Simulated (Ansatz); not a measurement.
```xyz
2

N     0.0000    0.0000   -0.6327
N     0.0000    0.0000    0.6327
```

Geometry: PBE0-D3(BJ)/def2-SVP.

Level of theory: isolated molecule in a Gaussian basis; Kohn-Sham density functional theory, functional PBE0 in Ansatz 0.2.0.

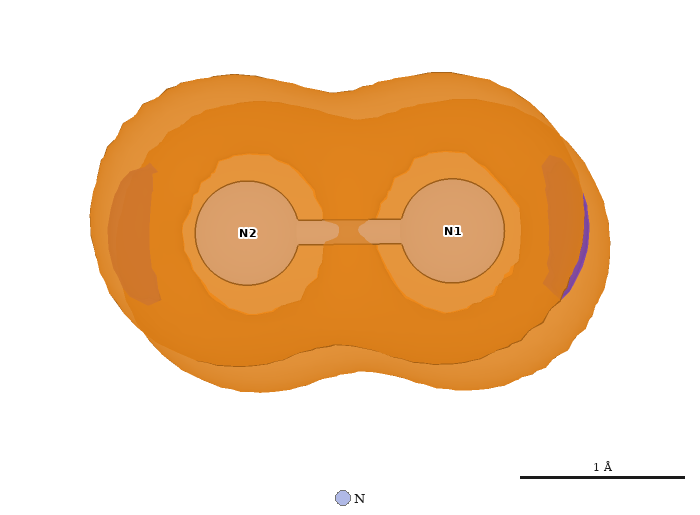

N2 (triplet). Isosurfaces of the spin density at +0.03 (orange) and −0.03 e/Å³ (purple), seen from one side.

**Where is the unpaired spin?**

The unpaired spin (2 electrons) lies mostly on N1 (about 1.0) and N2 (about 1.0), in electrons by Hirshfeld's partition.
